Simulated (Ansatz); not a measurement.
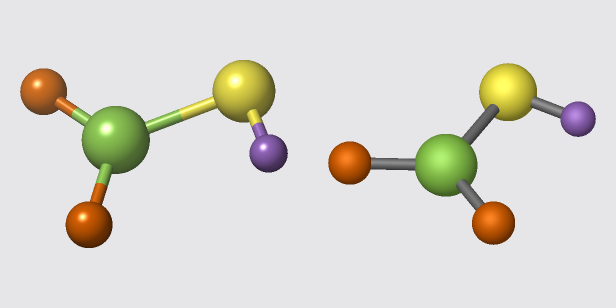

Both panels show the same species. Colours: aluminium green, fluorine orange, sulfur yellow, hydrogen purple.

**What is the molecular formula?**

AlF2HS, 5 atoms: 1 aluminium, 2 fluorine, 1 hydrogen and 1 sulfur.

**How many atoms are distinct by symmetry?**

5: 1 Al, 1 F, 1 F, 1 S, 1 H.

**Which point group does it belong to?**

Cs.

**How many bonds of each kind are drawn?**

2 Al–F, 1 Al–S, 1 S–H. Sticks follow a distance rule.

The parts below concern this one geometry. Atoms keep their numbers from picture to picture. The geometry was computed by an optimisation with PBE0-D4/def2-TZVP.

## Dipole moment

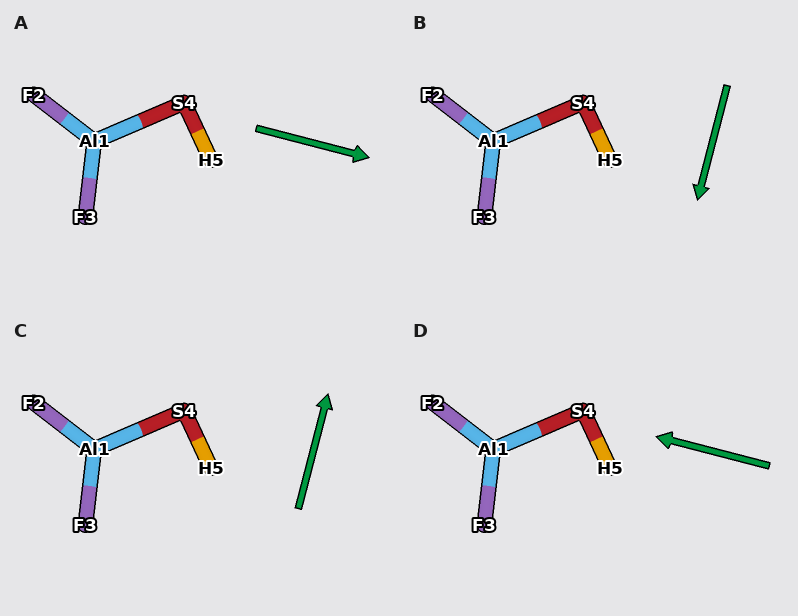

The same molecule four times, each with an arrow. Properties computed with RKS PBE0-D4/def2-TZVP (Ansatz 0.2.0).

**Which arrow points along the dipole moment, from the negative to the positive end?**

A. The dipole moment is 1.35 D; it points from the side of F2 to the side of H5 (the outermost atoms at the two ends).

## Vibrations

Harmonic vibrations computed with RKS PBE0-D4/def2-TZVP (Ansatz 0.2.0) at a stationary point of the same level.

**List the wavenumbers.**

9 modes: 158, 228, 255, 265, 482, 668, 817, 943, 2704 cm⁻¹.

## Thermal motion

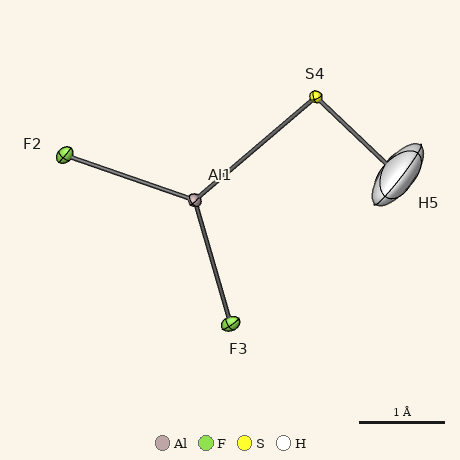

Displacement ellipsoids at the 50 % level, enlarged 1.5 times, from the internal vibrations of the free molecule (harmonic, no overall translation or rotation; no half-axis is drawn under 0.075 Å). Vibrations computed with RKS PBE0-D4/def2-TZVP (Ansatz 0.2.0). Temperature: 100 K.

Give the displacement parameters, one line for each set of equivalent atoms.

```tsv
atom	U_eq (Å²)	rms amplitudes (Å)
Al1	0.0013	0.029, 0.035, 0.042
F2	0.0016	0.023, 0.036, 0.055
F3	0.0016	0.022, 0.036, 0.054
S4	0.00068	0.013, 0.030, 0.032
H5	0.0328	0.082, 0.171, 0.250
```
